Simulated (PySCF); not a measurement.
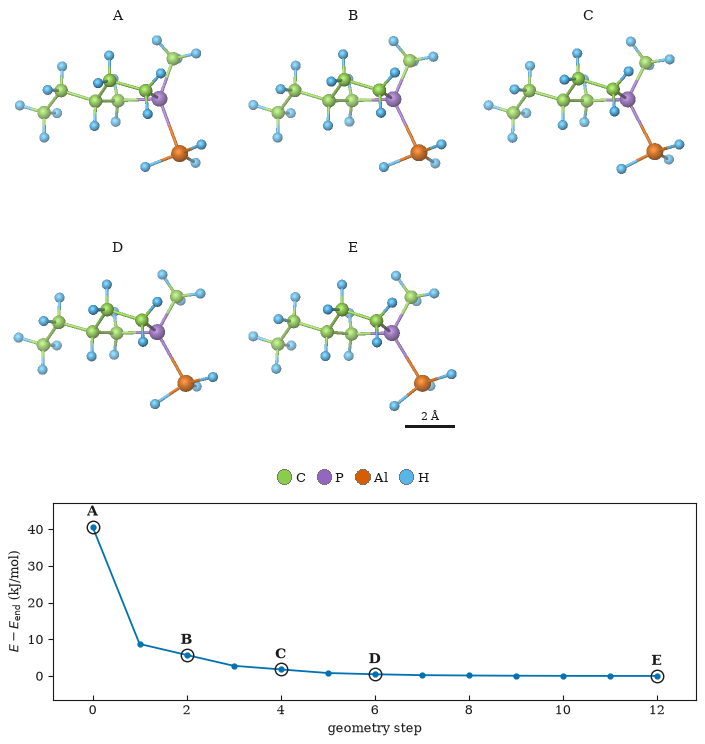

Frames of a relaxation of C₇H₁₈AlP, marked on the history of the run. A ball-and-stick model, seen face on.

The start comes from GFN2-xTB. Its atoms were then displaced at random by about 0.01 Å.

These are results of PBE0-D3(BJ)/def2-SVP geometry optimisation, gas phase (PySCF 2.14.0, density-fitted response routines), not measurements. 

**What happens along the run?**

The largest move after the best rigid fit is that of an H atom, 0.81 Å. Largest moves by element: H 0.81 Å, Al 0.42 Å, C 0.31 Å, P 0.27 Å. Among the contacts that change: C–H 1.061 → 1.100 Å, Al–H 1.571 → 1.609 Å, C–C 1.501 → 1.531 Å, C–C 1.554 → 1.526 Å. Among the angles between lasting bonds that change: C–P–Al 141.2° → 117.2°, C–P–Al 96.9° → 115.8°, Al–P–C 109.8° → 116.2°. The energy falls by 40.7 kJ/mol in 12 geometry steps. Cost: 5.6 min on 1 thread of Intel(R) Xeon(R) Platinum 8488C, with other jobs on the host. From step 0 to 2: an H atom moves most (0.22 Å), energy −35.0 kJ/mol. From step 2 to 4: an H atom moves most (0.23 Å), energy −3.94 kJ/mol. From step 4 to 6: an H atom moves most (0.27 Å), energy −1.32 kJ/mol. From step 6 to 12: an H atom moves most (0.24 Å), energy −0.46 kJ/mol.
